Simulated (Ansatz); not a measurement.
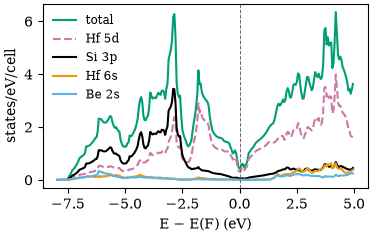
Fig. 1. Total and projected density of states of HfBeSi in space group P6_3/mmc (No. 194; Hf on 2a, Be on 2c, Si on 2d), plane-wave PAW r²SCAN (Ansatz code)

Problem. Which orbitals carry the states next to the Fermi level?

Solution. Within 0.5 eV of the Fermi level: Hf 5d 77 %, Si 3p 9 %, outside the projected shells 12 %. Projections are on Löwdin-orthogonalised atomic valence shells; empty p or d shells of many metals are not among them.

Problem. Where is the tallest occupied peak in this window, and what makes it?

Solution. Near -2.8 eV, about 6.3 states/eV per cell; the largest projected share is Si 3p.

The first step of the workflow began from a Materials Project structure, measured or hypothetical; the Crystallography Open Database copy checked does not list it. With Be and Si taken as one species the cell has the higher symmetry P6/mmm, so it may be an ordered model of a mixed-site phase. Whether it is the stable phase at ambient conditions was not checked. Symmetry was held in the r²SCAN relaxation; whether a distortion lowers the energy is not shown. No spin polarisation was allowed. Scalar-relativistic: spin–orbit coupling is off unless named, which matters more the heavier the elements.

Potentials: the later of the program's two PAW sets.
